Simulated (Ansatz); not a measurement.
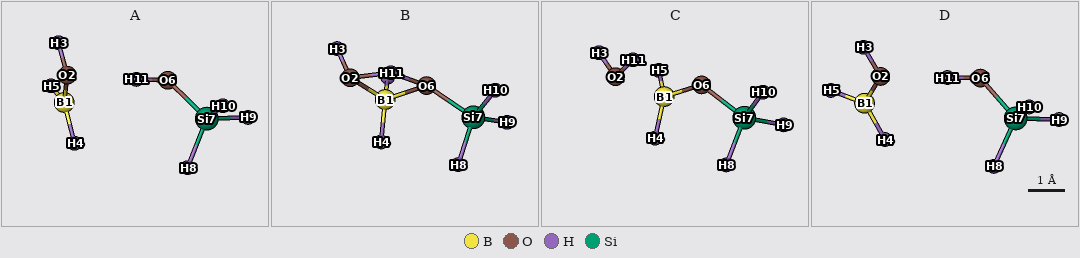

4 geometries from a converged minimum-energy path of BSiH$_{7}$O$_{2}$, shuffled. A ball-and-stick model, seen at a tilt.

The calculation used Ansatz 0.2.0, RKS B3LYP/def2-SVP. Run with 7 movable images; climbing image; force threshold 0.05 eV/Å; iteration limit 60; starting path through a guess of the saddle point.

**Which frame is the top of the path?**

B. In order along the path, whose images run from 0 to 8: D (image 2, +0.7 kcal/mol), A (image 3, +1.1 kcal/mol), B (image 6, +14.4 kcal/mol), C (image 8, +1.3 kcal/mol). Breaking: B1–O2 (1.36 → 1.55 at the top → 1.80 Å), O6–H11 (0.97 → 1.19 at the top → 2.23 Å). Forming: B1–O6 (3.86 → 1.59 at the top → 1.42 Å), O2–H11 (1.89 → 1.26 at the top → 0.97 Å).
